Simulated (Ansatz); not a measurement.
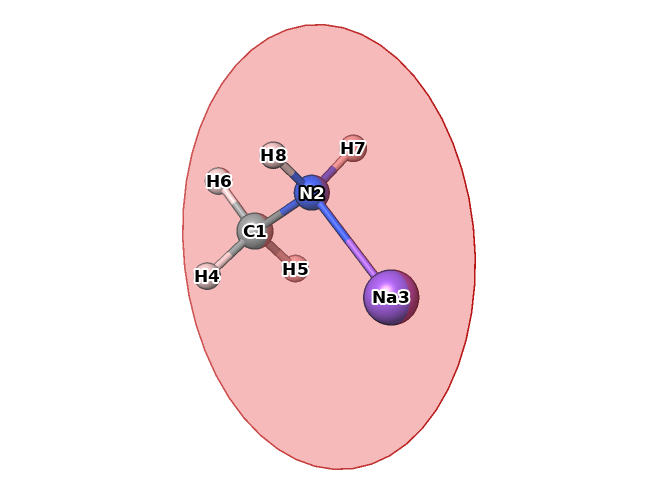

A disc through the centre of mass is drawn in. Distant atoms are faded towards the background colour. Charge +1, singlet. Computed geometry: PBE0-D4/def2-TZVP optimisation. No frequency run is at hand to confirm it as a minimum.

Is the plane of the disc a mirror plane of the structure?

Yes. The reflection leaves C1, N2, Na3, H6 in place and moves H4 ↔ H5; H7 ↔ H8. The point group is Cs.
